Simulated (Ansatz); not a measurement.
AlSnH4O2Cl3: several calculations on one system

**1. Relaxation**

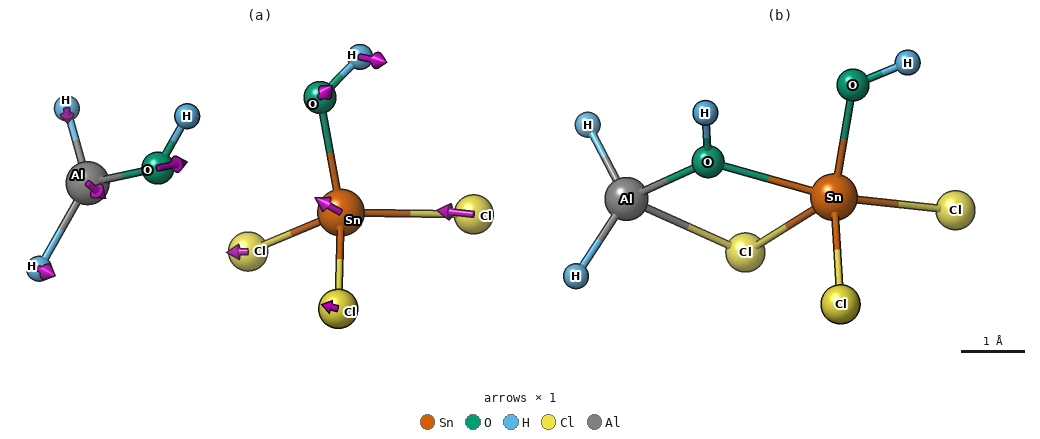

The structure of AlSnH$_{4}$O$_{2}$Cl$_{3}$ before (left) and after (right) a relaxation, at one scale. The purple arrows give the displacements, at their true length.

Style: ball-and-stick. Shown face on.

The run prepares an end point of a later path (reaction) calculation, from a guessed geometry.

Theory: RHF/def2-SVP (Ansatz 0.2.0). Settings: no spin polarisation; force threshold 0.03 eV/Å; at most 50 steps.

Describe what moved and what it gained.

Answer. The atom that moves furthest after the best rigid fit is a Cl atom (0.65 Å). Largest moves by element: Cl 0.65 Å, H 0.64 Å, O 0.63 Å, Sn 0.51 Å, Al 0.47 Å. Near-neighbour distances that change, for instance: O–Sn 3.149 → 2.126 Å, Al–Cl 3.101 → 2.392 Å, Al–Sn 4.084 → 3.391 Å, H–Sn 3.106 → 2.633 Å. New bonds form, among them: Al–Cl (3.10 → 2.39 Å), O–Sn (3.15 → 2.13 Å). Among the angles between lasting bonds that change: O–Sn–Cl 110.6° → 132.7°, Cl–Sn–Cl 105.8° → 90.7°, O–Al–H 119.4° → 111.4°. Groups turn about Al–O by about 55°, O–Sn by about 20°. The energy falls by 0.652 eV in 10 geometry steps. Largest force component: 1 eV/Å at the start, 0.03 eV/Å at the end. The run took 39 s on 4 threads of Intel(R) Xeon(R) Platinum 8259CL CPU @ 2.50GHz (Skylake/Cascade Lake), with other jobs on the host, peak memory 0.48 GiB.

Limits of the set-up: the start holds two separate molecules, 2.2 Å apart at their closest, whose relative position is a soft coordinate and is computed without a dispersion correction; Hartree-Fock leaves out electron correlation.

**2. Relaxation**

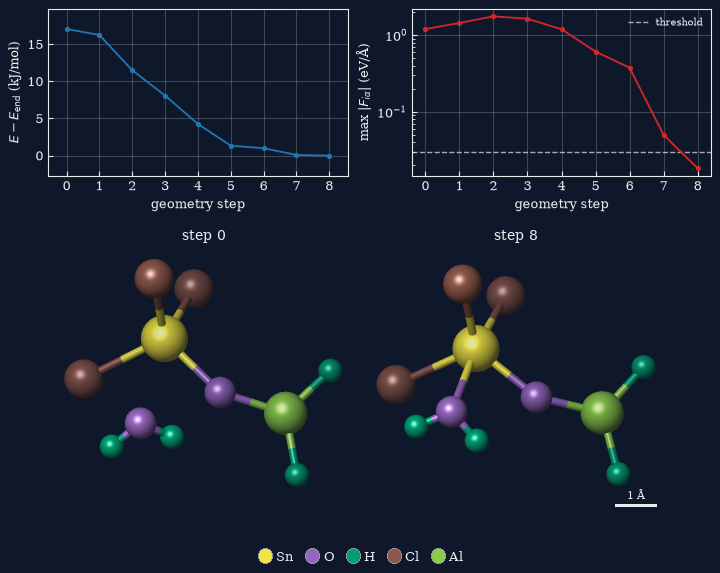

First and last geometry of a relaxation of AlSnH4O2Cl3, with the history of the run. A ball-and-stick model, seen at a tilt.

The run prepares an end point of a later path (reaction) calculation, from a guessed geometry.

The calculation used Ansatz 0.2.0, RHF/def2-SVP. Set-up: no spin polarisation; force threshold 0.03 eV/Å; at most 50 steps.

Read the history and describe the run.

Answer. It converged. The largest move after the best rigid fit is that of an H atom, 0.53 Å. By element the largest moves are H 0.53 Å, O 0.41 Å, Sn 0.32 Å, Cl 0.28 Å, Al 0.15 Å. Near-neighbour distances that change, for instance: O–Sn 3.153 → 2.457 Å, Cl–Sn 2.328 → 2.351 Å, H–O 0.970 → 0.949 Å, Cl–Sn 2.318 → 2.337 Å. New bonds form, among them: O–Sn (3.15 → 2.46 Å). Bond angles that change, for instance: Cl–Sn–O 111.0° → 116.9°, Cl–Sn–O 105.3° → 99.9°, Cl–Sn–Cl 106.0° → 100.7°. After 8 geometry steps the energy has fallen by 17.0 kJ/mol. The largest force component goes from 1.2 to 0.018 eV/Å.

Limits of the set-up: the start holds two separate molecules, 2.2 Å apart at their closest, whose relative position is a soft coordinate and is computed without a dispersion correction; Hartree-Fock leaves out electron correlation.

**3. Path**

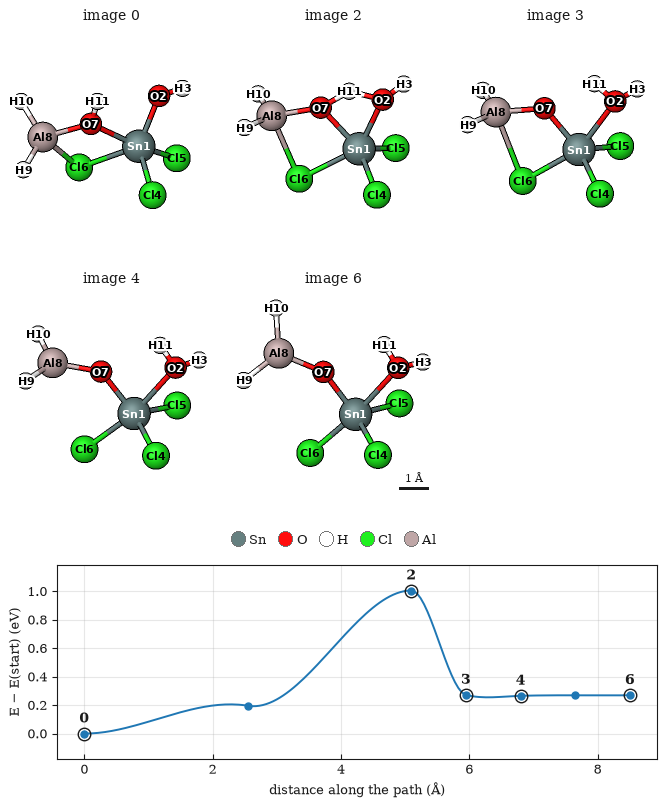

A search for the minimum-energy path of AlSnH4O2Cl3 by the nudged elastic band. Images are numbered from 0 (start) to 6 (end). Style: ball-and-stick. Shown at a tilt.

These are results of Ansatz, RHF/def2-SVP, not measurements. Settings: 5 movable images; climbing image; force threshold 0.03 eV/Å; iteration limit 60; starting path through a guess of the saddle point.

Question: What happens along the path, and what is the barrier?

Answer: Breaking: Cl6–Al8 (2.39 → 2.54 at the top → 4.09 Å), O7–H11 (0.95 → 1.20 at the top → 2.40 Å). Forming: O2–H11 (2.41 → 1.21 at the top → 0.95 Å). The energy climbs by 1.01 eV to image 2 and then falls by 0.74 eV, so the end point sits at +0.27 eV. The band converged in 54 iterations. The largest component of the band force went from 15 to 0.03 eV/Å. The climbing image converged on the top of the path. Its vibrational analysis gives one imaginary mode (1667i cm⁻¹), as a transition state must have.

Limits of the set-up: Hartree-Fock leaves out electron correlation.

The run took 13 min on 4 threads of Intel(R) Xeon(R) Platinum 8259CL CPU @ 2.50GHz (Skylake/Cascade Lake), on a shared host, peak memory 0.49 GiB.
